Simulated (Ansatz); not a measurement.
## Electronic structure of BrF$_{4}$HSi in real space

Input

```
crystal:
  periodic: [false, false, false]
  atoms:
    - {symbol: Si, position_ang: [-0.476648, -0.213645, -0.170012]}
    - {symbol: F, position_ang: [0.905577, -0.745000, 0.790151]}
    - {symbol: F, position_ang: [-0.259782, -1.388910, -1.192027]}
    - {symbol: F, position_ang: [-1.456288, -0.488601, 1.028960]}
    - {symbol: F, position_ang: [-1.365361, 0.767831, -1.046529]}
    - {symbol: H, position_ang: [1.490130, 0.340180, 0.664674]}
    - {symbol: Br, position_ang: [1.162372, 1.728146, -0.075018]}
basis:
  gaussian: {orbitals: def2-TZVPP}
hamiltonian: {xc: pbe0, dispersion: d4}
output: {orbitals: {seedname: orbitals}}
```

Launched as:

```sh
ansatz run in.yaml --threads 8 --pin off --events-out ev --progress --plain --max-ram 19148MiB
```

A transition-state structure; geometry: PBE0-D4/def2-TZVP.

Method: RKS PBE0-D4/def2-TZVPP in Ansatz.

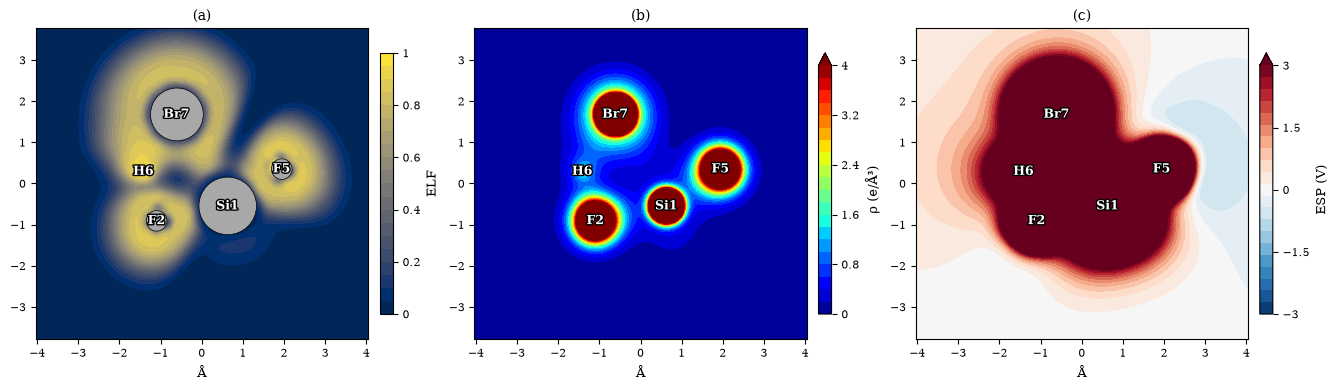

Figure 1. (a) electron localisation function; (b) total electron density; (c) molecular electrostatic potential on the plane of atoms F5, Si1 and Br7. Grey discs cover the atomic cores in the ELF map.

Question: Describe what can be read from this map.

Answer:
- The plane passes through Si, F, H and Br nuclei.
- Si–F (1.59 Å): the density is about 1.2 e/Å³ at the midpoint; the ELF peaks at about 0.85 in the valence shell of F, 0.6 Å from its nucleus, and is about 0.55 at the midpoint.
- Si–Br (2.54 Å): the density is about 0.45 e/Å³ at the midpoint, with its minimum of 0.35 e/Å³ about 0.9 Å from Si; the ELF peaks at about 0.80 between the atoms, as expected for a polar covalent bond.
- Br–H (1.61 Å): ρ is about 1.3 e/Å³ halfway; the ELF climbs to about 0.95 towards the hydrogen, as it does in any bond to H.
- Si–F (1.76 Å): ρ is about 0.81 e/Å³ halfway; the ELF peaks at about 0.85 in the valence shell of F, 0.6 Å from its nucleus, and is about 0.60 at the midpoint.
- The ELF also peaks beside F2, F5 and Br7, away from the bonds: lone-pair regions.
- Outside the dense part of the molecule the potential is most negative (−0.7 V) near F5.

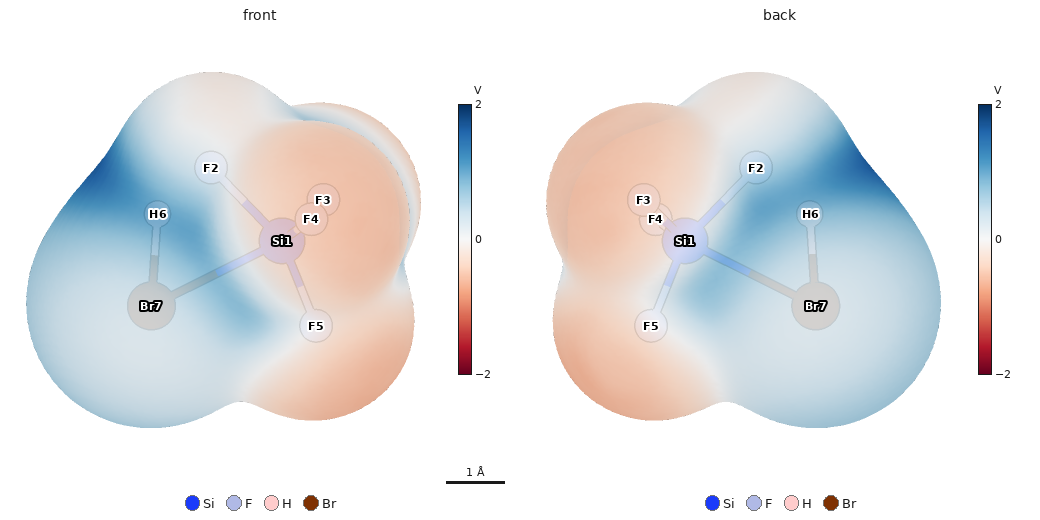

Figure 2. The electrostatic potential painted on the density surface at 0.001 e/bohr³, seen from the front and from behind; red is negative and blue positive.

Question: Which sites attract a positive test charge, and which a negative one?

Answer: A positive charge is drawn to the negative regions and a negative charge to the positive ones. The most negative region (about −0.7 V) lies over F5, the most positive (about +1.6 V) over H6.

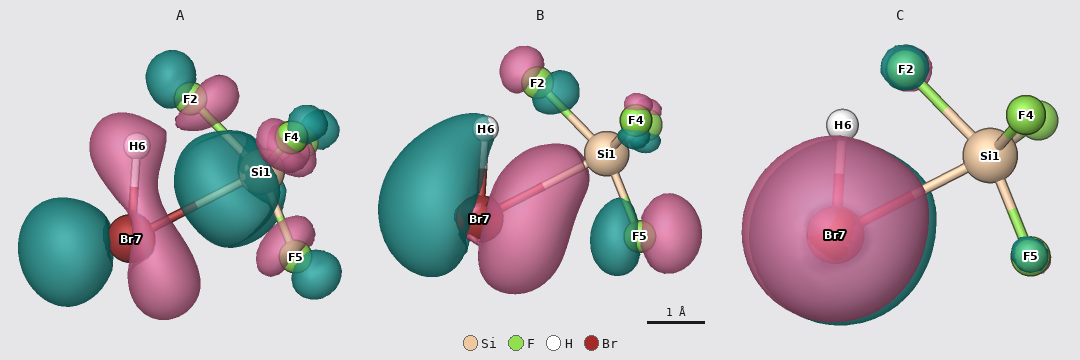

Figure 3. Three frontier orbitals at ±0.1 Å⁻³ᐟ² (teal and pink are the two phases), in no order.

Question: Which picture is the HOMO−1, the HOMO and the LUMO?

Answer: B is the HOMO−1 (−10.20 eV). It lies mainly on Br7 (about 70 %), F5 (about 15 %) and Si1 (about 5 %); largely a lone pair of Br7. C is the HOMO (−9.75 eV). By Hirshfeld shares it lies mainly on Br7 (about 90 %); largely a lone pair of Br7. A is the LUMO (−1.27 eV). It lies mainly on Si1 (about 40 %), Br7 (about 35 %), F2 (about 10 %) and F5 (about 5 %).

Question: What is the HOMO–LUMO gap?

Answer: 8.48 eV between the orbital energies.

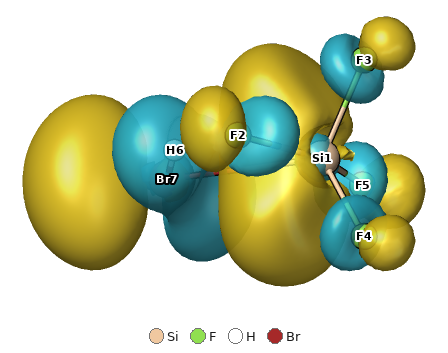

Figure 4. One frontier orbital at ±0.08 Å⁻³ᐟ² (yellow and cyan are the two phases), seen from one side.

Question: Which orbital is it: HOMO or LUMO?

Answer: The LUMO, at −1.27 eV. By Hirshfeld shares it lies mainly on Si1 (about 40 %), Br7 (about 35 %), F2 (about 10 %) and F5 (about 5 %).
